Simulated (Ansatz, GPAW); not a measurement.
# Dielectric function and optical constants of Au3SI (model structure)

Aim: the dielectric function of Au3SI (model structure), and the optical constants that follow from it. The structure is a model built here, which may or may not match a known phase. It was built so: All Ag replaced by Au in the Pm-3m structure of Ag3SI. The cell is first relaxed with Ansatz.

Calculated with GPAW 26.7.0; DFT, PBE, plane-wave PAW (GPAW data sets), scalar-relativistic, RPA, optical limit.

### 1. Set-up

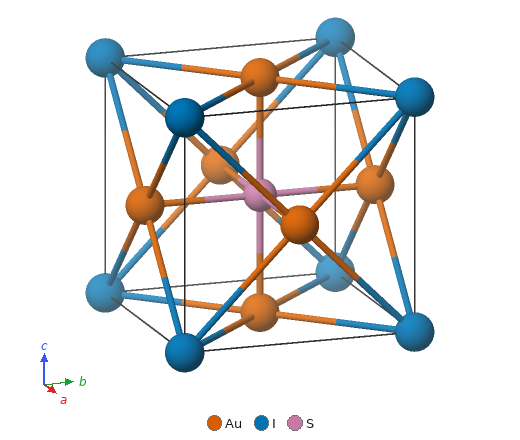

The starting structure, seen slightly off an axis (gold orange, iodine blue, sulfur pink). Some periodic images of atoms are drawn too.

### 2. Relaxation

Spectra hang on bond lengths, so the cell is first brought to its minimum.

This step: DFT, PBE, plane-wave PAW, default files, scalar-relativistic, relaxation (Ansatz 0.2.0).

Contents of input.yaml:

```yaml
crystal:
  lattice:
    - [4.71499705, 0.0, 0.0]
    - [0.0, 4.71499705, 0.0]
    - [0.0, 0.0, 4.71499705]
  atoms:
    - { symbol: Au, position: [0.5, 0.0, 0.5] }
    - { symbol: Au, position: [0.0, 0.5, 0.5] }
    - { symbol: Au, position: [0.5, 0.5, 0.0] }
    - { symbol: I, position: [0.0, 0.0, 0.0] }
    - { symbol: S, position: [0.5, 0.5, 0.5] }
kpoints:
  mp_grid: { grid: [5, 5, 5] }
scf:
  occupations: { method: fermi_dirac, width: 0.05 }
hamiltonian:
  xc: pbe
output:
  forces: true
  stress: true
  write_density: true
  write_potential: true
  elf: true
  volumetric_format: npy
relax:
  f_tol: 0.02
  max_steps: 50
  cell: {}
```

Launch:

```bash
ansatz run input.yaml --threads 1 --pin off --max-ram 4096MiB --backend cpu --events-out ev --progress --plain --runs-dir out
```

Numbers of over 12 decimals in the logs are rounded to 6 here.

Output:

```text
Engine: ansatz 0.2.0, x86_64-unknown-linux-gnu
Pseudopotentials: kind: paw
Pseudopotential: Au, paw, valence charge 19, recommended cutoff 420 eV (normal), Au.paw.azcp
Pseudopotential: I, paw, valence charge 17, recommended cutoff 420 eV (normal), I.paw.azcp
Pseudopotential: S, paw, valence charge 6, recommended cutoff 420 eV (normal), S.paw.azcp
Functional definition: PBE
  parameter kappa = 0.804
  parameter beta = 0.066725
  exchange = pbe_x(kappa = kappa, mu = beta*pi^2/3)
  correlation = pbe_c(beta = beta)
Crystal: 5 atoms, lattice volume = 104.820 Å³
Basis set: ecut = 420 eV, 2103 PW (Γ), exchange–correlation on 64×64×64 points (8 copies of the dense FFT grid, shifted against one another)
Bands: 48, of which v1, the nominal top of the filled ones, is band 40 counted from 1 (39 counted from 0)
Symmetry: 48 space group operations
Space group: Pm-3m (ITA 221), of the structure as read, at distance tolerance 4.7e-5 Å
k-points: 10 of 125
Non-local potential: Au, projectors of the file, l = 0: 3, l = 1: 2, l = 2: 2, l = 3: 1
Non-local potential: I, projectors of the file, l = 0: 2, l = 1: 2, l = 2: 2, l = 3: 2
Non-local potential: S, projectors of the file, l = 0: 2, l = 1: 2, l = 2: 2
PAW form: soft (Blöchl's): semilocal exchange-correlation on the pseudo side does not see the compensation charge
PAW one-centre angular grid: Au, 590 points (default); XC on 64 Gauss nodes
PAW one-centre angular grid: I, 590 points (default); XC on 64 Gauss nodes
PAW one-centre angular grid: S, 110 points (default); XC on 64 Gauss nodes
Initial density: superposition of atomic densities (neutral atoms: chi_scale 0, normalization atom), corrected by the library's trained network
Initial wavefunctions: pseudopotential atomic-orbital guess
Functional: x = pbe(κ = 0.804, μ = 0.219515), c = pbe(β = 0.066725)
SCF iter   1: F=—  HF=-47860.778391 eV  |F-HF|=—  |Δ(HF+E_count)|=         —  Δρ=6.10e-3  dr2=1.45e-1  ethr=1.77e-3  ⟨swp⟩=7.0  Hψ=1934  notcnv=0  defer=3
preconditioner: auto → Resta (q_TF=auto, 2.608 Å⁻¹)  ε∞=7.9  [insulator: Δε(μ)=0.606 eV  Ē_g=9.353 eV  σ=0.050 eV  W_gap=0.57  n_scr=26 (ndim 8)  ℏωp=24.6 eV  f_vac=0.000  D(μ)=2.86/eV (n_scr^D=18)  ε∞_Penn≈7.9]
SCF iter   2: F=—  HF=-47860.750145 eV  |F-HF|=—  |Δ(HF+E_count)|=   2.82e-2  Δρ=2.41e-3  dr2=2.45e-2  ethr=1.81e-4  ⟨swp⟩=2.5  Hψ=625  notcnv=0  defer=17
SCF iter   3: F=—  HF=-47860.743994 eV  |F-HF|=—  |Δ(HF+E_count)|=   6.15e-3  Δρ=8.43e-4  dr2=1.20e-3  ethr=3.06e-5  ⟨swp⟩=2.0  Hψ=554  notcnv=0  defer=17
SCF iter   4: F=—  HF=-47860.743872 eV  |F-HF|=—  |Δ(HF+E_count)|=   1.22e-4  Δρ=2.52e-4  dr2=8.00e-5  ethr=1.50e-6  ⟨swp⟩=2.4  Hψ=678  notcnv=0  defer=17
SCF iter   5: F=—  HF=-47860.743763 eV  |F-HF|=—  |Δ(HF+E_count)|=   1.09e-4  Δρ=6.62e-5  dr2=4.42e-6  ethr=1.00e-7  ⟨swp⟩=2.0  Hψ=744  notcnv=0  defer=17
SCF iter   6: F=—  HF=-47860.743763 eV  |F-HF|=—  |Δ(HF+E_count)|=   7.73e-7  Δρ=2.09e-5  dr2=7.19e-7  ethr=5.53e-9  ⟨swp⟩=2.0  Hψ=834  notcnv=0  defer=17
SCF iter   7: F=-47860.743764 eV  HF=-47860.743764 eV  |F-HF|=1.18e-8  |Δ(HF+E_count)|=   9.51e-8  Δρ=7.76e-6  dr2=7.78e-8  ethr=1.25e-10  ⟨swp⟩=7.0  Hψ=3088  notcnv=0
SCF 1 converged in 7 iterations: F = -47860.743764 eV  dr2 = 7.78e-8
  greatest PAW one-centre occupation: 1.000 electrons in one spin orbital (limit 2), on the Au atom at site 2 (counted from 0), in its partial waves of l = 0
relax step   1: F+E_penalty+E_count = -47860.74376359 eV  Δ(F+E_penalty+E_count) = +0.000e0 eV  max|allowed force component| = 7.352e-29 eV/Å  Δτ_max = 0.0000 Å  P = +11.819 GPa  Ω = 104.820 Å³  (7 SCF iters, dr2 threshold 1.00e-7 eV, accepted)
Crystal: 5 atoms, lattice volume = 119.566 Å³
Basis set: ecut = 420 eV, 2325 PW (Γ), exchange–correlation on 64×64×64 points (8 copies of the dense FFT grid, shifted against one another)
Initial density: handed on by an earlier stage of this run
Initial wavefunctions: those handed on with the density
iter 1 solved again at ethr=1.41e-4 eV; its pass at ethr=3.10e-3 eV (dr2=1.13e-1 eV) is discarded
SCF iter   1: F=—  HF=-47861.256094 eV  |F-HF|=—  |Δ(HF+E_count)|=         —  Δρ=8.02e-3  dr2=1.17e-1  ethr=1.41e-4  ⟨swp⟩=2.1  Hψ=2571  notcnv=0
preconditioner: auto → Kerker (q_TF=auto, 2.552 Å⁻¹)  [metal: Δε(μ)=0.122 eV  Ē_g=8.685 eV  σ=0.050 eV  W_gap=0.44  n_scr=32 (ndim 8)  ℏωp=23.0 eV  f_vac=0.007  D(μ)=2.75/eV (n_scr^D=18)]
SCF iter   2: F=—  HF=-47861.227593 eV  |F-HF|=—  |Δ(HF+E_count)|=   2.85e-2  Δρ=3.35e-3  dr2=1.76e-2  ethr=1.41e-4  ⟨swp⟩=2.1  Hψ=738  notcnv=0
SCF iter   3: F=—  HF=-47861.223014 eV  |F-HF|=—  |Δ(HF+E_count)|=   4.58e-3  Δρ=1.05e-3  dr2=8.82e-4  ethr=2.20e-5  ⟨swp⟩=2.0  Hψ=668  notcnv=0
SCF iter   4: F=—  HF=-47861.222996 eV  |F-HF|=—  |Δ(HF+E_count)|=   1.78e-5  Δρ=1.87e-4  dr2=3.94e-5  ethr=1.10e-6  ⟨swp⟩=2.0  Hψ=837  notcnv=0
SCF iter   5: F=—  HF=-47861.222874 eV  |F-HF|=—  |Δ(HF+E_count)|=   1.22e-4  Δρ=5.14e-5  dr2=6.11e-6  ethr=4.92e-8  ⟨swp⟩=2.6  Hψ=750  notcnv=0
SCF iter   6: F=—  HF=-47861.222875 eV  |F-HF|=—  |Δ(HF+E_count)|=   1.73e-6  Δρ=1.75e-5  dr2=5.70e-7  ethr=7.64e-9  ⟨swp⟩=2.0  Hψ=689  notcnv=0
SCF iter   7: F=-47861.222876 eV  HF=-47861.222876 eV  |F-HF|=1.87e-8  |Δ(HF+E_count)|=   2.52e-7  Δρ=6.60e-6  dr2=8.62e-8  ethr=6.25e-10  ⟨swp⟩=8.6  Hψ=3035  notcnv=0
SCF 2 converged in 7 iterations: F = -47861.222876 eV  dr2 = 8.62e-8
  greatest PAW one-centre occupation: 1.000 electrons in one spin orbital (limit 2), on the Au atom at site 0 (counted from 0), in its partial waves of l = 0
relax step   2: F+E_penalty+E_count = -47861.22287555 eV  Δ(F+E_penalty+E_count) = -4.791e-1 eV  max|allowed force component| = 1.515e-29 eV/Å  Δτ_max = 0.0000 Å  P = +0.199 GPa  Ω = 119.566 Å³  energy of the carried Pulay correction = -3.786e-3 eV  (7 SCF iters, dr2 threshold 5.00e-7 eV, accepted)
Crystal: 5 atoms, lattice volume = 119.854 Å³
iter 1 solved again at ethr=1.50e-8 eV; its pass at ethr=3.10e-3 eV (dr2=1.20e-5 eV) is discarded
SCF iter   1: F=—  HF=-47861.223167 eV  |F-HF|=—  |Δ(HF+E_count)|=         —  Δρ=1.35e-4  dr2=3.04e-5  ethr=1.50e-8  ⟨swp⟩=3.2  Hψ=2353  notcnv=0
eigensolver tolerance schedule calibrated: the retry pair's looser diagonalisation under-reported the residual by θ = 0.60 (0.11/decade); ethr = c·dr2/N_el runs at the constant in force after the calibration composes with the one it found (an armed cap, an earlier calibration), c = 7.7e-2
preconditioner: auto → Resta (q_TF=auto, 2.551 Å⁻¹)  ε∞=8.2  [insulator: Δε(μ)=0.137 eV  Ē_g=8.600 eV  σ=0.050 eV  W_gap=0.50  n_scr=32 (ndim 8)  ℏωp=23.0 eV  f_vac=0.007  D(μ)=2.88/eV (n_scr^D=18)  ε∞_Penn≈8.2]
SCF iter   2: F=—  HF=-47861.223032 eV  |F-HF|=—  |Δ(HF+E_count)|=   1.35e-4  Δρ=4.62e-5  dr2=2.28e-6  ethr=1.50e-8  ⟨swp⟩=2.0  Hψ=690  notcnv=0
SCF iter   3: F=—  HF=-47861.223031 eV  |F-HF|=—  |Δ(HF+E_count)|=   5.28e-7  Δρ=1.87e-5  dr2=2.79e-7  ethr=2.21e-9  ⟨swp⟩=2.0  Hψ=654  notcnv=0
SCF iter   4: F=-47861.223031 eV  HF=-47861.223031 eV  |F-HF|=2.92e-9  |Δ(HF+E_count)|=   7.62e-9  Δρ=3.58e-6  dr2=1.57e-8  ethr=9.54e-11  ⟨swp⟩=8.2  Hψ=3001  notcnv=0
SCF 3 converged in 4 iterations: F = -47861.223031 eV  dr2 = 1.57e-8
  greatest PAW one-centre occupation: 1.000 electrons in one spin orbital (limit 2), on the Au atom at site 1 (counted from 0), in its partial waves of l = 0
relax step   3: F+E_penalty+E_count = -47861.22303134 eV  Δ(F+E_penalty+E_count) = -1.558e-4 eV  max|allowed force component| = 1.694e-28 eV/Å  Δτ_max = 0.0000 Å  P = +0.051 GPa  Ω = 119.854 Å³  energy of the carried Pulay correction = -3.855e-3 eV  (4 SCF iters, dr2 threshold 9.88e-8 eV, accepted)
[...]
relax step   4: F+E_penalty+E_count = -47861.22302351 eV  Δ(F+E_penalty+E_count) = +7.829e-6 eV  max|allowed force component| = 3.208e-29 eV/Å  Δτ_max = 0.0000 Å  P = +0.000 GPa  Ω = 119.955 Å³  energy of the carried Pulay correction = -3.879e-3 eV  (4 SCF iters, dr2 threshold 6.62e-9 eV, accepted)
Basis set: ecut = 420 eV, 2325 PW (Γ), exchange–correlation on 72×72×72 points (8 copies of the dense FFT grid, shifted against one another)
Initial wavefunctions: pseudopotential atomic-orbital guess (no wavefunctions were taken with the density)
iter 1 solved again at ethr=3.64e-7 eV; its pass at ethr=3.10e-3 eV (dr2=2.91e-4 eV) is discarded
SCF iter   1: F=—  HF=-47861.206182 eV  |F-HF|=—  |Δ(HF+E_count)|=         —  Δρ=1.30e-3  dr2=5.92e-5  ethr=3.64e-7  ⟨swp⟩=3.0  Hψ=3051  notcnv=0
preconditioner: auto → Kerker (q_TF=auto, 2.550 Å⁻¹)  [metal: Δε(μ)=0.134 eV  Ē_g=8.596 eV  σ=0.050 eV  W_gap=0.49  n_scr=32 (ndim 8)  ℏωp=23.0 eV  f_vac=0.007  D(μ)=2.87/eV (n_scr^D=18)]
SCF iter   2: F=—  HF=-47861.221082 eV  |F-HF|=—  |Δ(HF+E_count)|=   1.49e-2  Δρ=6.61e-4  dr2=1.32e-5  ethr=7.40e-8  ⟨swp⟩=2.0  Hψ=702  notcnv=0
SCF iter   3: F=—  HF=-47861.225979 eV  |F-HF|=—  |Δ(HF+E_count)|=   4.90e-3  Δρ=5.44e-5  dr2=4.17e-7  ethr=1.65e-8  ⟨swp⟩=2.0  Hψ=702  notcnv=0
SCF iter   4: F=—  HF=-47861.226007 eV  |F-HF|=—  |Δ(HF+E_count)|=   2.81e-5  Δρ=9.85e-6  dr2=4.54e-8  ethr=5.22e-10  ⟨swp⟩=2.0  Hψ=652  notcnv=0
SCF iter   5: F=—  HF=-47861.226008 eV  |F-HF|=—  |Δ(HF+E_count)|=   7.51e-7  Δρ=3.75e-6  dr2=2.03e-8  ethr=5.67e-11  ⟨swp⟩=2.3  Hψ=651  notcnv=0
SCF iter   6: F=—  HF=-47861.226008 eV  |F-HF|=—  |Δ(HF+E_count)|=   6.22e-8  Δρ=1.68e-6  dr2=6.10e-9  ethr=2.54e-11  ⟨swp⟩=2.0  Hψ=658  notcnv=0
SCF iter   7: F=—  HF=-47861.226008 eV  |F-HF|=—  |Δ(HF+E_count)|=   3.05e-9  Δρ=4.07e-7  dr2=3.87e-10  ethr=7.63e-12  ⟨swp⟩=2.0  Hψ=701  notcnv=0
SCF iter   8: F=-47861.226008 eV  HF=-47861.226008 eV  |F-HF|=2.91e-11  |Δ(HF+E_count)|=  2.11e-10  Δρ=1.34e-7  dr2=3.51e-11  ethr=1.00e-12  ⟨swp⟩=6.0  Hψ=2574  notcnv=0
SCF 5 converged in 8 iterations: F = -47861.226008 eV  dr2 = 3.51e-11
relax step   5: F+E_penalty+E_count = -47861.22600814 eV  Δ(F+E_penalty+E_count) = -2.985e-3 eV  max|allowed force component| = 1.288e-29 eV/Å  Δτ_max = 0.0000 Å  P = -0.010 GPa  Ω = 119.955 Å³  stress off target by 9.81e-3 GPa  SCF on the basis re-selected at this cell (its energy is not comparable with the rows above)  (8 SCF iters)
basis re-selected at this cell: Δ(F+E_penalty+E_count) = -2.985e-3 eV, ΔP = -0.010 GPa vs the last step (what re-selecting the basis moved, of the pressure what is left beyond the Pulay correction that the steps carried, after the strain that the cell walked since its last selection, with what the two solves' SCF thresholds leave and, on support functions, any second-order correction that the steps lacked; it is no measure of the basis error at this ecutwfc). The dense FFT grid was sized anew with the basis: this SCF ran on 36×36×36 points, the steps before it on 32×32×32, so part of this shift can come from that change (see relax.cell in the input reference). [rest of the remark cut]
SCF converged after 8 iterations
Free energy (F): -47861.226008 eV
Harris-Foulkes:  -47861.226008 eV  (|F-HF|=2.91e-11)
Internal energy: -47861.202587 eV  (E = F + TS)
E sigma→0 (E₀):  -47861.214298 eV
Entropy (-TS):   -0.023421 eV (-4.684 meV/atom)
Fermi energy:    11.270976 eV
--- Per-component energies (eV) ---
  E_band       = -1366.101337
  E_kinetic    = 2111.770098
  E_local      = -8976.114002  (includes V_loc(G=0)·N_el)
  E_nonlocal   = 164.114551
  E_hartree    = 3939.992998
  E_xc         = -905.001711
  E_vxc        = -1035.825587  (∫ρ·V_xc dr)
  E_paw        = -34539.204775  (= ΣΔE_a)
  E_vpaw       = -1510.036254  (= ΣTr[D̂ρ^β])
  E_aug_tail   = 0.004317  (compensation charges beyond the density's cutoff)
  E_ewald      = -9656.764065
  E_smearing   = -0.023421  (= −TS)
  E_closure    = 0.000000  (closes the sum)
  Σ components = -47861.226008   (vs F -47861.226008, Δ=0.00e0)
--- Forces (eV/Å), atoms counted from 1 ---
  atom   1  Au    -0.00000000    -0.00000000     0.00000000
  atom   2  Au     0.00000000    -0.00000000     0.00000000
  atom   3  Au    -0.00000000    -0.00000000     0.00000000
  atom   4  I     -0.00000000    -0.00000000    -0.00000000
  atom   5  S      0.00000000     0.00000000     0.00000000
  max |Σ_I F_I| component: 3.04e-29 eV/Å
--- Stress (GPa, compression-positive) ---
       -0.009810      -0.000000       0.000000
       -0.000000      -0.009810       0.000000
        0.000000       0.000000      -0.009810
  P = ⅓ Tr σ = -0.0098 GPa (-0.098 kbar)
--- Band table (eV; the first three rows and the last of 10) ---
  k-point 0: bands = [... 36 lower, 9.0902, 9.4979, 9.4979, 9.4979, 11.3887, 11.8929, 11.8929, 18.6187, ... 4 higher]
  k-point 1: bands = [... 36 lower, 9.0081, 9.7640, 9.8405, 9.8405, 11.9010, 12.1154, 12.7879, 17.2043, ... 4 higher]
  k-point 2: bands = [... 36 lower, 9.2310, 9.8169, 10.3046, 10.3046, 11.9190, 13.0495, 15.0860, 16.0858, ... 4 higher]
  k-point 9: bands = [... 36 lower, 9.1079, 10.2363, 10.2363, 10.5342, 14.7972, 15.1721, 15.1721, 15.8484, ... 4 higher]
--- Relaxed structure (4 steps of the walk, 4 accepted, 1 SCFs on fresh bases) ---
  F+E_penalty+E_count = -47861.22600814 eV   max|allowed force component| = 1.288e-29 eV/Å   (the final SCF, on the basis selected at the relaxed cell)
  cell:  # Å, volume = 119.9554 Å³
    - [4.931813, 0, 0]
    - [0, 4.931813, 0.0]
    - [0, 0.0, 4.931813]
  atoms:
    - { symbol: Au, position: [0.5, 0, 0.5] }
    - { symbol: Au, position: [0, 0.5, 0.5] }
    - { symbol: Au, position: [0.5, 0.5, 0] }
    - { symbol: I, position: [0, 0, 0] }
    - { symbol: S, position: [0.5, 0.5, 0.5] }
```

Elapsed: 14 s, on 1 thread of Intel Xeon Platinum 8259CL at 2.50GHz (Skylake/Cascade Lake), shared host; peak memory 0.48 GiB.

Step by step:

```
step  energy less that of the first step (eV)  largest force component (eV/Å)  pressure (GPa)  volume (Å³)
   1                                   0.0000                          0.0000           11.82       104.82
   2                                  -0.4791                          0.0000            0.20       119.57
   3                                  -0.4793                          0.0000            0.05       119.85
   4                                  -0.4793                          0.0000            0.00       119.96
  5*                                  -0.4822                          0.0000           -0.01       119.96
```

Relaxation steps marked * repeat the geometry before them on a plane-wave basis chosen anew for their cell, so energy and pressure can jump there.

The run keeps the 48 symmetry operations that it works with, so distortions that break them were not tested.

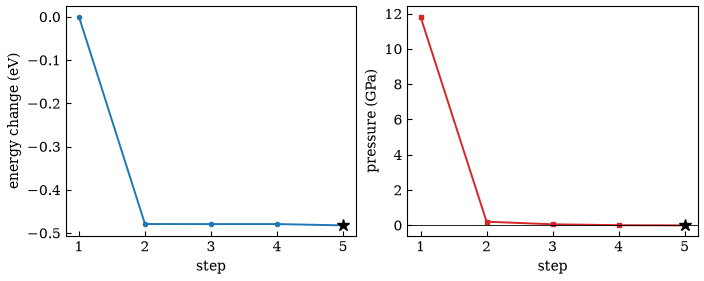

Energy and pressure along the relaxation. Stars mark steps on a basis chosen anew.

```
conventional cell, symmetrised  before  after   change
                         a (Å)   4.715  4.932   +4.6 %
                         b (Å)   4.715  4.932   +4.6 %
                         c (Å)   4.715  4.932   +4.6 %
              volume (Å³/atom)   20.96  23.99  +14.4 %
```

The relaxed structure:

```xyz
5
Lattice="4.9318 0.0000 0.0000 0.0000 4.9318 0.0000 0.0000 0.0000 4.9318" Properties=species:S:1:pos:R:3 pbc="T T T"
Au    2.4659    0.0000    2.4659
Au    0.0000    2.4659    2.4659
Au    2.4659    2.4659    0.0000
I     0.0000    0.0000    0.0000
S     2.4659    2.4659    2.4659
```

The relaxation ends with a pressure of -0.01 GPa.

(Part 1 of 3 ends here.)

[Machine, clock and banner lines and Python warnings are left out of the logs.]

[Logs are printed without paths, hosts, clocks, repeated set-up lines and the standing remarks that a program may print on its own settings, such as how far it seeks lower states.]

[Hosts, paths, dates, database ids (printed as entryN), source tags and the programs' standing remarks are cut or masked in the printed files.]
